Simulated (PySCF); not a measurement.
**C4H14N2Si, SMILES `CN(C)[SiH2]N(C)C`: what the electrons do**

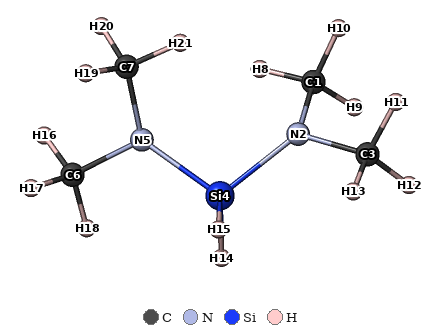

The molecule, with its atoms numbered as below. No frequency check shows the geometry to be a minimum.

Geometry (Å), atoms numbered from 1:

```
C1      -1.4992    1.1971    0.8821
N2      -1.3711    0.0939   -0.0377
C3      -2.6504   -0.3934   -0.4770
Si4      0.0003   -0.9438    0.0006
N5       1.3709    0.0939    0.0371
C6       2.6503   -0.3941    0.4755
C7       1.4990    1.1987   -0.8808
H8      -0.5130    1.5237    1.1981
H9      -2.0780    0.9166    1.7714
H10     -2.0134    2.0320    0.3944
H11     -3.2166    0.4160   -0.9481
H12     -3.2474   -0.7830    0.3580
H13     -2.5117   -1.1919   -1.2001
H14      0.1563   -1.7914    1.1916
H15     -0.1564   -1.7893   -1.1956
H16      3.2164    0.4146    0.9480
H17      3.2473   -0.7822   -0.3602
H18      2.5116   -1.1938    1.1972
H19      2.0778    0.9198   -1.7706
H20      2.0131    2.0328   -0.3916
H21      0.5127    1.5258   -1.1962
```

Part 1: Bonding charge

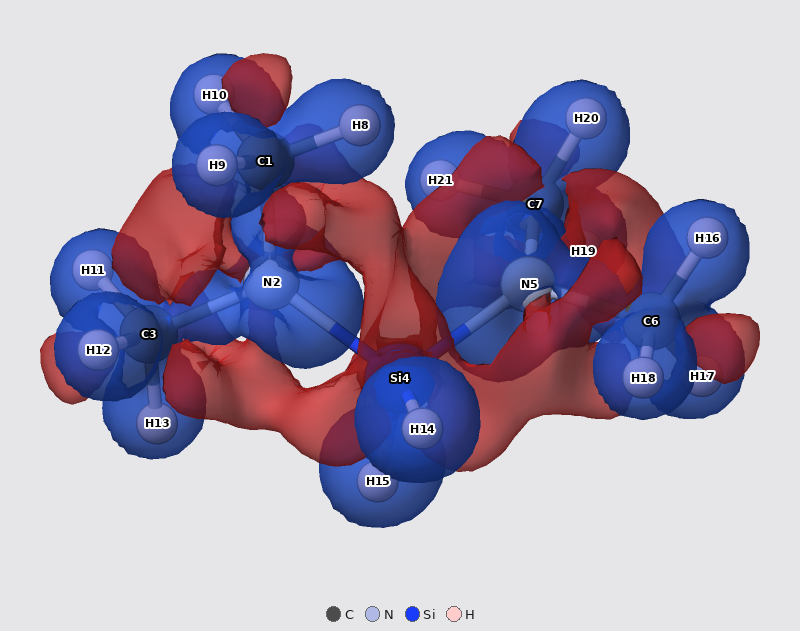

Deformation density (molecule less spherical, spin-averaged free atoms at the same positions), surfaces at ±0.06 e/Å³; blue: gain, red: loss.

Computed with PySCF, PBE0/6-31G*, geometry: GFN2-xTB.

> How much density has each bond gained at its critical point, relative to the free atoms?

The five largest and four smallest: C7–H21 and C1–H8: +0.67 e/Å³ at the bond critical point (bond length 1.09 Å, Mayer order 0.9). C3–H13 and C6–H18: +0.66 e/Å³ at the bond critical point (bond length 1.09 Å, Mayer order 0.9). C3–H11 and C6–H16: +0.65 e/Å³ at the bond critical point (bond length 1.09 Å, Mayer order 0.9). C1–H10 and C7–H20: +0.64 e/Å³ at the bond critical point (bond length 1.09 Å, Mayer order 0.9). C3–H12 and C6–H17: +0.64 e/Å³ at the bond critical point (bond length 1.10 Å, Mayer order 0.9). N5–C6 and N2–C3: +0.30 e/Å³ at the bond critical point (bond length 1.44 Å, Mayer order 1.0). C1–N2 and N5–C7: +0.29 e/Å³ at the bond critical point (bond length 1.44 Å, Mayer order 1.0). Si4–H14 and Si4–H15: +0.20 e/Å³ at the bond critical point (bond length 1.47 Å, Mayer order 0.9). Si4–N5 and N2–Si4: +0.11 e/Å³ at the bond critical point (bond length 1.72 Å, Mayer order 1.0); up to 0.6 Å beside the axis the gain reaches +0.41 e/Å³. In all, 4.3 electrons gather in the regions of gain relative to the promolecule. A small or negative value marks a very polar bond, one between electron-rich atoms, whose free-atom densities already overlap strongly, a long bond to a heavier atom, or a closed-shell contact such as a hydrogen bond.

> Where do the Hirshfeld charges lie?

The highest Hirshfeld charge is on Si4 (+0.34 e), the lowest on N2 and N5 (−0.18 e).

Part 2: Local ionisation energy

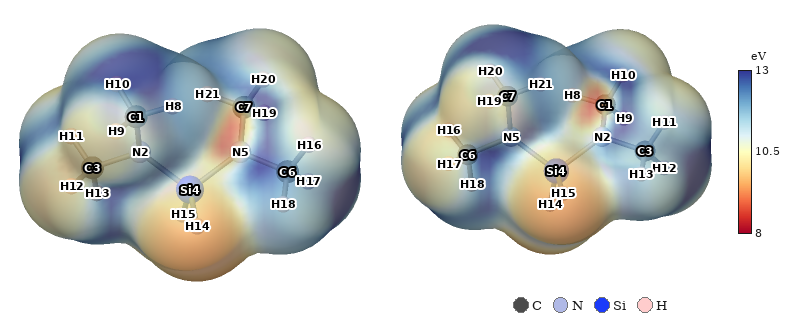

Average local ionisation energy on the surface of electron density 0.001 a.u. (back view left, front view right).

> Locate the minima of the map.

The lowest value is 8.9 eV, near H8 (1.87 Å) and N5 (2.00 Å). Further minima include 8.9 eV, 1.8 Å from H21; 9.4 eV, 1.5 Å from H15; 9.9 eV, 1.5 Å from H17, and at like points elsewhere. For comparison, the highest occupied orbital lies at −6.0 eV.

> What volume does the surface enclose, and what is the dipole moment?

About 180 Å³; the dipole moment is 0.5 D.

Part 3: In an electric field

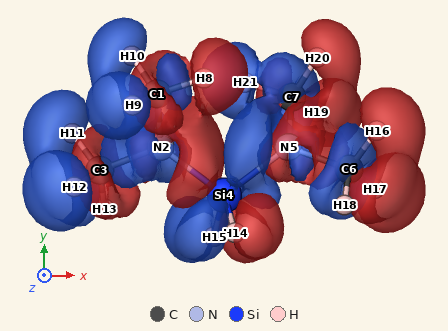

Change of the electron density in a uniform field of 0.21 V/Å, surfaces at ±0.001 e/Å³ (blue: gain, red: loss).

Level of theory: B3LYP/6-31+G* (PySCF), at a geometry from GFN2-xTB. The basis has diffuse s and p functions alone, which still leaves polarisabilities too small, most of all across bonds.

> Along which Cartesian direction does the field point?

Along +x: electrons gather on the −x side, against the field.

> How large is the response?

The induced dipole is 1.03 D (along the field); α along this axis, from the fields in both directions, is 101 bohr³ (15.0 Å³).

> Which atoms gain and lose the most charge?

Electrons gather most on H12 (Hirshfeld charge changes by −0.007 e) and leave H17 most (+0.007 e); 0.088 electrons are displaced in all.

Part 4: Removing or adding an electron

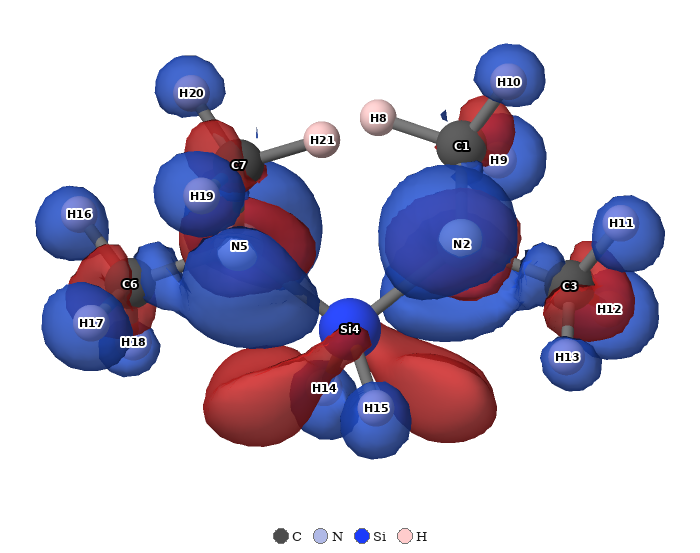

Dual descriptor f⁺ − f⁻ at ±0.015 e/Å³ (red positive, blue negative).

PySCF calculation, PBE/def2-SVP, gas phase; geometry: GFN2-xTB.

> Which atoms come out as electrophilic, and which as nucleophilic?

Electrophilic (positive): Si4 (+0.08). Nucleophilic (negative): N2 and N5 (−0.10). f⁻ (Hirshfeld-condensed) is largest on N2 and N5 (0.11 each) and Si4 (0.08); the vertical ionisation energy is 7.46 eV (the stability of the cation's solution wasn't checked). f⁺ (Hirshfeld-condensed) is largest on Si4 (0.16); the vertical electron affinity is −2.62 eV (the stability of the anion's solution wasn't checked; negative, but this basis has no diffuse functions, so it doesn't show that the anion is unbound).

Part 5: Localised orbitals

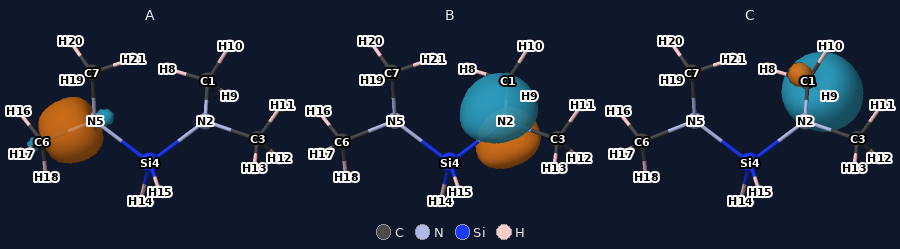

Pipek–Mezey orbitals, occupied; each surface holds about 80 % of the orbital's density. Energies are diagonal elements of the Fock matrix.

Computed with PySCF, HF/def2-SVP, geometry: GFN2-xTB.

> Name the orbitals, with their atomic make-up and energies.

By panel:
- A: σ bond N5–C6 (N5 57 %, C6 42 %; −22.3 eV)
- B: lone pair on N2 (p-type) (N2 90 %, Si4 4 %; −11.6 eV)
- C: σ bond C1–H9 (C1 53 %, H9 46 %; −17.7 eV)

> Which has the smallest and which the largest spatial spread?

Smallest: A (0.78 Å); largest: B (1.02 Å).
